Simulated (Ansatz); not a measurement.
Run report: C₂H₆ClNSi, geometry relaxation

C₂H₆ClNSi, computed with RKS PBE0-D4/def2-TZVP (Ansatz 0.2.0).

The geometry: PBE-D4/def2-SVP start. Figures and captions count atoms from 1; the log counts them from 0 in places.

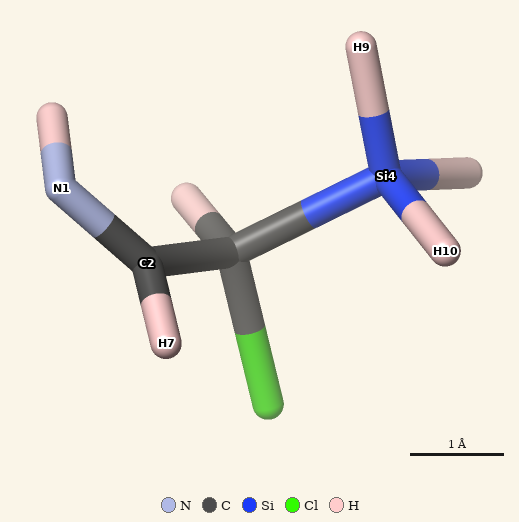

**Figure 1.** The input geometry (stick view, seen at a tilt; atoms are numbered from 1 in the order of the input).

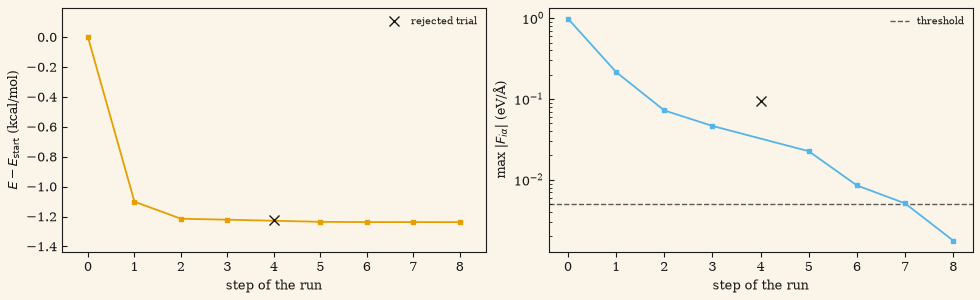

**Figure 2.** Progress of the relaxation, step by step (the first geometry is step 0 here and step 1 in the log).

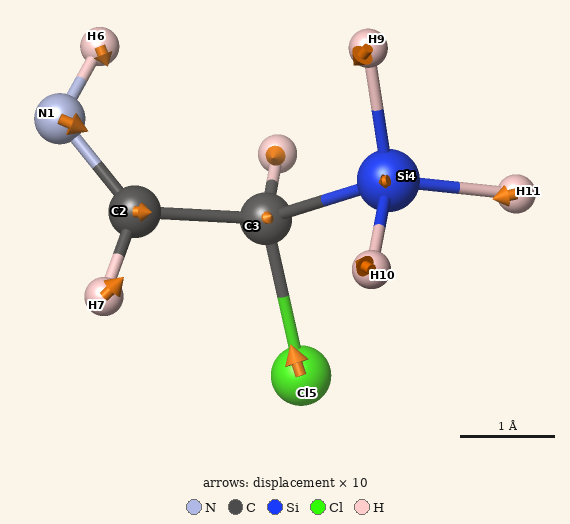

**Figure 3.** The starting structure with the displacements as orange arrows, magnified 10 times (ball-and-stick view, seen at a tilt). The two geometries are laid on each other by the best rigid fit. After 8 geometry steps the energy has fallen by 1.24 kcal/mol. Largest force component: 0.99 eV/Å at the start, 0.0018 eV/Å at the end. The line search rejected the trial step at point 4 (counted from 0) and went back. Cl5 moves most after the best rigid fit: 0.036 Å. By element the largest moves are Cl 0.036 Å, N 0.034 Å, H 0.031 Å, C 0.020 Å, Si 0.012 Å. Among the contacts that change: C3–Cl5 1.821 → 1.792 Å, C3–Si4 1.924 → 1.903 Å, C2–H7 1.113 → 1.093 Å, Si4–H9 1.505 → 1.486 Å. (Atoms are counted from 1 in the order of the input.)

These pictures come from the run below.

**Input file**
```yaml
crystal:
  periodic: [false, false, false]
  atoms:
    - {symbol: N, position_ang: [0.349015, 0.581923, 2.209935]}
    - {symbol: C, position_ang: [0.796213, 0.046775, 1.137582]}
    - {symbol: C, position_ang: [0.003806, -0.697170, 0.094561]}
    - {symbol: Si, position_ang: [-0.496929, 0.448044, -1.367985]}
    - {symbol: Cl, position_ang: [0.982728, -2.056476, -0.619058]}
    - {symbol: H, position_ang: [-0.667001, 0.389084, 2.313317]}
    - {symbol: H, position_ang: [1.876628, 0.168171, 0.898520]}
    - {symbol: H, position_ang: [-0.907985, -1.146911, 0.540870]}
    - {symbol: H, position_ang: [-1.384436, 1.542870, -0.840430]}
    - {symbol: H, position_ang: [0.748726, 1.036506, -1.961084]}
    - {symbol: H, position_ang: [-1.235563, -0.369915, -2.385729]}
basis:
  gaussian: {orbitals: def2-TZVP}
hamiltonian: {xc: pbe0, dispersion: d4}
relax: {f_tol: 0.005, max_steps: 150}
```

Run as:
```bash
ansatz run in.yaml --threads 4 --pin off --events-out ev --progress --plain --max-ram 10444MiB
```

**What the program printed**
```
Functional definition: PBE0
  name "PBE0"
  cite "Adamo & Barone, J. Chem. Phys. 110, 6158 (1999) doi:10.1063/1.478522"
  cite "Perdew, Burke & Ernzerhof, Phys. Rev. Lett. 77, 3865 (1996) doi:10.1103/PhysRevLett.77.3865"
  parent pbe
  parameter a = 0.25
  parameter kappa = 0.804
  parameter beta = 0.06672455060314922
  exchange = (1 - a)*pbe_x(kappa = kappa, mu = beta*pi^2/3) + a*exact_x
  correlation = pbe_c(beta = beta)
1315 factors; their error is unknown
mean field evaluation 1: about -24045.3605 eV, gradient 5.2e1 eV
mean field evaluation 2: about -24038.6981 eV, gradient 7.2e1 eV
mean field evaluation 4: about -24051.2066 eV, gradient 7.5e0 eV
mean field evaluation 8: about -24051.3311 eV, gradient 3.3e-1 eV
mean field evaluation 16: about -24051.3977 eV, gradient 6.0e-4 eV
mean field -24051.39772967 eV, -883.8725639424 hartree, gradient 4.2e-5 eV, S^2 0.000000; 0 other end points of the search recorded, 0 dependent functions left out
the calculation of the forces begins
reference -24051.39776176 eV, -883.8725651219 hartree; 28, 28 occupied and 175, 175 virtual orbitals, 1315 factors
relax step   1: F+E_penalty+E_count = -24051.62518118 eV  Δ(F+E_penalty+E_count) = +0.000e0 eV  max|allowed force component| = 9.882e-1 eV/Å  Δτ_max = 0.0000 Å  (29 SCF iters, accepted)
these checks for a lower state are left out or cut short: starts, cluster_reference, orbital_swaps, neighbouring_geometries, increment
1315 factors; their error is unknown
mean field -24051.44386379 eV, -883.8742593402 hartree, gradient 1.4e-5 eV, S^2 0.000000; 0 other end points of the search recorded, 0 dependent functions left out
the calculation of the forces begins
reference -24051.44389574 eV, -883.8742605143 hartree; 28, 28 occupied and 175, 175 virtual orbitals, 1315 factors
relax step   2: F+E_penalty+E_count = -24051.67290355 eV  Δ(F+E_penalty+E_count) = -4.772e-2 eV  max|allowed force component| = 2.156e-1 eV/Å  Δτ_max = 0.0262 Å  (34 SCF iters, accepted)
these checks for a lower state are left out or cut short: starts, cluster_reference, orbital_swaps, neighbouring_geometries, increment
1315 factors; their error is unknown
mean field evaluation 32: about -24051.4482 eV, gradient 1.4e-5 eV
mean field -24051.44817381 eV, -883.8744177304 hartree, gradient 1.4e-5 eV, S^2 0.000000; 0 other end points of the search recorded, 0 dependent functions left out
the calculation of the forces begins
reference -24051.44820569 eV, -883.8744189019 hartree; 28, 28 occupied and 175, 175 virtual orbitals, 1315 factors
relax step   3: F+E_penalty+E_count = -24051.67785471 eV  Δ(F+E_penalty+E_count) = -4.951e-3 eV  max|allowed force component| = 7.224e-2 eV/Å  Δτ_max = 0.0151 Å  (33 SCF iters, accepted)
these checks for a lower state are left out or cut short: starts, cluster_reference, orbital_swaps, neighbouring_geometries, increment
1315 factors; their error is unknown
mean field -24051.44832356 eV, -883.8744232337 hartree, gradient 1.4e-5 eV, S^2 0.000000; 0 other end points of the search recorded, 0 dependent functions left out
the calculation of the forces begins
reference -24051.44835546 eV, -883.8744244060 hartree; 28, 28 occupied and 175, 175 virtual orbitals, 1315 factors
relax step   4: F+E_penalty+E_count = -24051.67813238 eV  Δ(F+E_penalty+E_count) = -2.777e-4 eV  max|allowed force component| = 4.643e-2 eV/Å  Δτ_max = 0.0200 Å  (34 SCF iters, accepted)
these checks for a lower state are left out or cut short: starts, cluster_reference, orbital_swaps, neighbouring_geometries, increment
1315 factors; their error is unknown
mean field -24051.44839739 eV, -883.8744259468 hartree, gradient 1.4e-5 eV, S^2 0.000000; 0 other end points of the search recorded, 0 dependent functions left out
the calculation of the forces begins
reference -24051.44842931 eV, -883.8744271198 hartree; 28, 28 occupied and 175, 175 virtual orbitals, 1315 factors
relax step   5: F+E_penalty+E_count = -24051.67810015 eV  Δ(F+E_penalty+E_count) = +3.222e-5 eV  max|allowed force component| = 9.409e-2 eV/Å  Δτ_max = 0.0106 Å  (34 SCF iters, rejected (line search))
these checks for a lower state are left out or cut short: starts, cluster_reference, orbital_swaps, neighbouring_geometries, increment
1315 factors; their error is unknown
mean field -24051.44901719 eV, -883.8744487242 hartree, gradient 1.4e-5 eV, S^2 0.000000; 0 other end points of the search recorded, 0 dependent functions left out
the calculation of the forces begins
reference -24051.44904910 eV, -883.8744498967 hartree; 28, 28 occupied and 175, 175 virtual orbitals, 1315 factors
relax step   6: F+E_penalty+E_count = -24051.67875359 eV  Δ(F+E_penalty+E_count) = -6.212e-4 eV  max|allowed force component| = 2.260e-2 eV/Å  Δτ_max = 0.0050 Å  (35 SCF iters, accepted)
these checks for a lower state are left out or cut short: starts, cluster_reference, orbital_swaps, neighbouring_geometries, increment
1315 factors; their error is unknown
mean field -24051.44910381 eV, -883.8744519074 hartree, gradient 1.4e-5 eV, S^2 0.000000; 0 other end points of the search recorded, 0 dependent functions left out
the calculation of the forces begins
reference -24051.44913572 eV, -883.8744530800 hartree; 28, 28 occupied and 175, 175 virtual orbitals, 1315 factors
relax step   7: F+E_penalty+E_count = -24051.67882853 eV  Δ(F+E_penalty+E_count) = -7.494e-5 eV  max|allowed force component| = 8.525e-3 eV/Å  Δτ_max = 0.0032 Å  (35 SCF iters, accepted)
these checks for a lower state are left out or cut short: starts, cluster_reference, orbital_swaps, neighbouring_geometries, increment
1315 factors; their error is unknown
mean field evaluation 64: about -24051.4489 eV, gradient 4.1e-1 eV
mean field -24051.44909773 eV, -883.8744516837 hartree, gradient 1.4e-5 eV, S^2 0.000000; 0 other end points of the search recorded, 0 dependent functions left out
the calculation of the forces begins
reference -24051.44912964 eV, -883.8744528565 hartree; 28, 28 occupied and 175, 175 virtual orbitals, 1315 factors
relax step   8: F+E_penalty+E_count = -24051.67883109 eV  Δ(F+E_penalty+E_count) = -2.559e-6 eV  max|allowed force component| = 5.108e-3 eV/Å  Δτ_max = 0.0034 Å  (34 SCF iters, accepted)
these checks for a lower state are left out or cut short: starts, cluster_reference, orbital_swaps, neighbouring_geometries, increment
1315 factors; their error is unknown
mean field -24051.44909856 eV, -883.8744517144 hartree, gradient 1.4e-5 eV, S^2 0.000000; 0 other end points of the search recorded, 0 dependent functions left out
the calculation of the forces begins
reference -24051.44913048 eV, -883.8744528872 hartree; 28, 28 occupied and 175, 175 virtual orbitals, 1315 factors
relax step   9: F+E_penalty+E_count = -24051.67883712 eV  Δ(F+E_penalty+E_count) = -6.026e-6 eV  max|allowed force component| = 1.769e-3 eV/Å  Δτ_max = 0.0013 Å  (35 SCF iters, accepted)
1315 factors; their error is unknown
mean field evaluation 96: about -24051.4491 eV, gradient 2.3e-3 eV
mean field -24051.44909856 eV, -883.8744517144 hartree, gradient 1.4e-5 eV, S^2 0.000000; 1 other end points of the search recorded, 0 dependent functions left out
the calculation of the forces begins
reference -24051.44913048 eV, -883.8744528872 hartree; 28, 28 occupied and 175, 175 virtual orbitals, 1315 factors
Total energy: -24051.67886903 eV, -883.8828956233 hartree
Atom 0 at     0.344136     0.567172     2.179749 Å, force     0.001273     0.000417     0.000353 eV/Å
Atom 1 at     0.790723     0.050328     1.118330 Å, force    -0.001441    -0.000076    -0.000961 eV/Å
Atom 2 at     0.000595    -0.690357     0.087958 Å, force    -0.000577    -0.000772     0.000514 eV/Å
Atom 3 at    -0.491613     0.444118    -1.357804 Å, force     0.000753    -0.000405     0.001769 eV/Å
Atom 4 at     0.960334    -2.040162    -0.596772 Å, force     0.000023     0.000206    -0.000018 eV/Å
Atom 5 at    -0.653564     0.377382     2.298099 Å, force    -0.000312    -0.000584    -0.000068 eV/Å
Atom 6 at     1.851262     0.179483     0.885476 Å, force    -0.000010    -0.000131    -0.000348 eV/Å
Atom 7 at    -0.894104    -1.128461     0.535898 Å, force     0.000472     0.000494     0.000118 eV/Å
Atom 8 at    -1.368480     1.519794    -0.826745 Å, force    -0.000542     0.000606    -0.000837 eV/Å
Atom 9 at     0.742598     1.026555    -1.936149 Å, force    -0.000289     0.000141    -0.000246 eV/Å
Atom 10 at    -1.216686    -0.362949    -2.367540 Å, force     0.000652     0.000103    -0.000277 eV/Å
Dipole moment:    -0.346691    -0.007559    -0.231457 e Å
```

**Trajectory as extended XYZ (Å, eV, eV/Å), 9 frames, from step=1 to step=9**
```
11
Properties=species:S:1:pos:R:3:forces:R:3 step=1 energy=-24051.62518
N     0.3490    0.5819    2.2099   -0.2554  -0.6543  -0.9882
C     0.7962    0.0468    1.1376    0.1259   0.3122   0.4641
C     0.0038   -0.6972    0.0946   -0.1815  -0.1167   0.0690
Si   -0.4969    0.4480   -1.3680    0.0194  -0.0040   0.0066
Cl    0.9827   -2.0565   -0.6191   -0.3076   0.4326   0.2639
H    -0.6670    0.3891    2.3133    0.6098   0.1215  -0.0387
H     1.8766    0.1682    0.8985   -0.6220  -0.0507   0.1806
H    -0.9080   -1.1469    0.5409    0.5056   0.1824  -0.2294
H    -1.3844    1.5429   -0.8404    0.1994  -0.2539  -0.0893
H     0.7487    1.0365   -1.9611   -0.2593  -0.1327   0.1337
H    -1.2356   -0.3699   -2.3857    0.1656   0.1634   0.2277
11
Properties=species:S:1:pos:R:3:forces:R:3 step=2 energy=-24051.67290
N     0.3477    0.5731    2.1892   -0.1813  -0.2046  -0.2156
C     0.7922    0.0490    1.1262    0.0833   0.0857   0.0815
C    -0.0034   -0.6859    0.0926    0.0502  -0.1423  -0.0657
Si   -0.4945    0.4487   -1.3641    0.0078  -0.0545   0.0802
Cl    0.9714   -2.0386   -0.6037   -0.1420   0.1798   0.0931
H    -0.6565    0.3791    2.2955    0.2008   0.0840   0.0222
H     1.8596    0.1679    0.8950   -0.1775  -0.0088   0.0269
H    -0.8983   -1.1388    0.5377    0.1409   0.0903  -0.0646
H    -1.3726    1.5281   -0.8311    0.0440  -0.0495  -0.0380
H     0.7432    1.0282   -1.9476   -0.0631  -0.0288   0.0330
H    -1.2236   -0.3679   -2.3691    0.0370   0.0487   0.0470
11
Properties=species:S:1:pos:R:3:forces:R:3 step=3 energy=-24051.67786
N     0.3451    0.5635    2.1839   -0.0335   0.0306  -0.0461
C     0.7919    0.0472    1.1222    0.0162   0.0319  -0.0068
C     0.0008   -0.6880    0.0905    0.0412  -0.0654  -0.0722
Si   -0.4931    0.4449   -1.3558    0.0076  -0.0071   0.0090
Cl    0.9632   -2.0380   -0.6028   -0.0347   0.0602   0.0297
H    -0.6564    0.3848    2.2864   -0.0032  -0.0272   0.0600
H     1.8511    0.1784    0.8881    0.0324  -0.0296   0.0139
H    -0.8907   -1.1332    0.5353   -0.0259   0.0004   0.0217
H    -1.3681    1.5237   -0.8298   -0.0074   0.0061   0.0110
H     0.7409    1.0237   -1.9356    0.0142   0.0082  -0.0090
H    -1.2195   -0.3639   -2.3619   -0.0068  -0.0079  -0.0111
11
Properties=species:S:1:pos:R:3:forces:R:3 step=4 energy=-24051.67813
N     0.3427    0.5707    2.1784    0.0115  -0.0381   0.0337
C     0.7904    0.0533    1.1180    0.0057  -0.0256   0.0257
C     0.0007   -0.6866    0.0886    0.0229  -0.0325  -0.0219
Si   -0.4923    0.4439   -1.3579   -0.0038   0.0168  -0.0063
Cl    0.9603   -2.0358   -0.5980    0.0090  -0.0069  -0.0036
H    -0.6522    0.3695    2.2986   -0.0305   0.0464  -0.0072
H     1.8520    0.1736    0.8906    0.0269   0.0431  -0.0293
H    -0.8916   -1.1271    0.5356   -0.0409  -0.0076   0.0216
H    -1.3675    1.5220   -0.8311   -0.0096   0.0099   0.0083
H     0.7412    1.0236   -1.9378    0.0156   0.0067  -0.0089
H    -1.2185   -0.3642   -2.3645   -0.0069  -0.0123  -0.0119
11
Properties=species:S:1:pos:R:3:forces:R:3 step=5 energy=-24051.67810 accepted=F
N     0.3459    0.5678    2.1773   -0.0452  -0.0037   0.0941
C     0.7919    0.0486    1.1175   -0.0117   0.0270   0.0256
C    -0.0005   -0.6886    0.0872    0.0458  -0.0206  -0.0119
Si   -0.4919    0.4445   -1.3588   -0.0046   0.0034  -0.0023
Cl    0.9552   -2.0394   -0.6014    0.0118  -0.0094  -0.0047
H    -0.6512    0.3772    2.3058    0.0287   0.0136  -0.0461
H     1.8541    0.1798    0.8947   -0.0044  -0.0219  -0.0660
H    -0.8943   -1.1274    0.5343   -0.0196   0.0033   0.0181
H    -1.3721    1.5189   -0.8321   -0.0035   0.0076   0.0041
H     0.7414    1.0279   -1.9368    0.0081   0.0038  -0.0024
H    -1.2135   -0.3665   -2.3672   -0.0055  -0.0031  -0.0085
11
Properties=species:S:1:pos:R:3:forces:R:3 step=6 energy=-24051.67875
N     0.3436    0.5672    2.1805    0.0004  -0.0179   0.0014
C     0.7909    0.0508    1.1190    0.0039   0.0069   0.0226
C     0.0007   -0.6880    0.0884    0.0084  -0.0218  -0.0129
Si   -0.4922    0.4445   -1.3582   -0.0011   0.0036   0.0000
Cl    0.9610   -2.0369   -0.5987   -0.0018   0.0011   0.0014
H    -0.6537    0.3743    2.2981   -0.0026   0.0155  -0.0013
H     1.8522    0.1771    0.8889    0.0021   0.0105  -0.0110
H    -0.8928   -1.1279    0.5362   -0.0101  -0.0004   0.0035
H    -1.3680    1.5223   -0.8302   -0.0019   0.0018   0.0027
H     0.7420    1.0243   -1.9383    0.0036   0.0024  -0.0028
H    -1.2184   -0.3646   -2.3651   -0.0009  -0.0018  -0.0035
11
Properties=species:S:1:pos:R:3:forces:R:3 step=7 energy=-24051.67883
N     0.3438    0.5663    2.1807   -0.0001  -0.0018  -0.0031
C     0.7908    0.0502    1.1190    0.0011   0.0073   0.0085
C     0.0007   -0.6895    0.0882    0.0000  -0.0075  -0.0057
Si   -0.4917    0.4443   -1.3579   -0.0009   0.0011   0.0001
Cl    0.9606   -2.0386   -0.5984   -0.0003   0.0007   0.0022
H    -0.6540    0.3765    2.2983    0.0011  -0.0001   0.0008
H     1.8514    0.1795    0.8870   -0.0001  -0.0013  -0.0027
H    -0.8935   -1.1285    0.5361   -0.0011   0.0012  -0.0005
H    -1.3677    1.5215   -0.8284   -0.0003  -0.0003   0.0004
H     0.7424    1.0251   -1.9381    0.0007   0.0003   0.0006
H    -1.2177   -0.3639   -2.3661   -0.0001   0.0003  -0.0006
11
Properties=species:S:1:pos:R:3:forces:R:3 step=8 energy=-24051.67883
N     0.3440    0.5671    2.1795    0.0038   0.0008   0.0019
C     0.7909    0.0501    1.1183   -0.0051   0.0015   0.0000
C     0.0008   -0.6904    0.0878    0.0014  -0.0026   0.0026
Si   -0.4918    0.4444   -1.3575    0.0035  -0.0034  -0.0030
Cl    0.9610   -2.0406   -0.5957   -0.0023   0.0024  -0.0029
H    -0.6538    0.3774    2.2975   -0.0015  -0.0004  -0.0002
H     1.8516    0.1791    0.8858   -0.0003  -0.0002  -0.0008
H    -0.8939   -1.1286    0.5356    0.0010   0.0013   0.0009
H    -1.3686    1.5203   -0.8268   -0.0005   0.0000   0.0014
H     0.7420    1.0267   -1.9367    0.0007   0.0010   0.0005
H    -1.2170   -0.3626   -2.3672   -0.0005  -0.0005  -0.0004
11
Properties=species:S:1:pos:R:3:forces:R:3 step=9 energy=-24051.67884
N     0.3441    0.5672    2.1797    0.0013   0.0004   0.0004
C     0.7907    0.0503    1.1183   -0.0014  -0.0001  -0.0010
C     0.0006   -0.6904    0.0880   -0.0006  -0.0008   0.0005
Si   -0.4916    0.4441   -1.3578    0.0008  -0.0004   0.0018
Cl    0.9603   -2.0402   -0.5968    0.0000   0.0002   0.0000
H    -0.6536    0.3774    2.2981   -0.0003  -0.0006  -0.0001
H     1.8513    0.1795    0.8855    0.0000  -0.0001  -0.0003
H    -0.8941   -1.1285    0.5359    0.0005   0.0005   0.0001
H    -1.3685    1.5198   -0.8267   -0.0005   0.0006  -0.0008
H     0.7426    1.0266   -1.9361   -0.0003   0.0001  -0.0002
H    -1.2167   -0.3629   -2.3675    0.0007   0.0001  -0.0003
```

**Summary**

| quantity | value |
| --- | --- |
| outcome | converged |
| total energy | −24051.6789 eV |
| mean-field energy | −24051.4491 eV |
| dispersion energy | −0.2297 eV |
| SCF solution under orbital rotations | stable |
| largest force (length of the vector) at the end | 0.002 eV/Å |
| dipole moment | 2.00 D |
| hardware | 4 threads of Arm Neoverse V2, 23 GiB of memory available, shared host |
| wall time | 39 s (CPU time 2.4 min) |
| peak memory | 0.56 GiB |
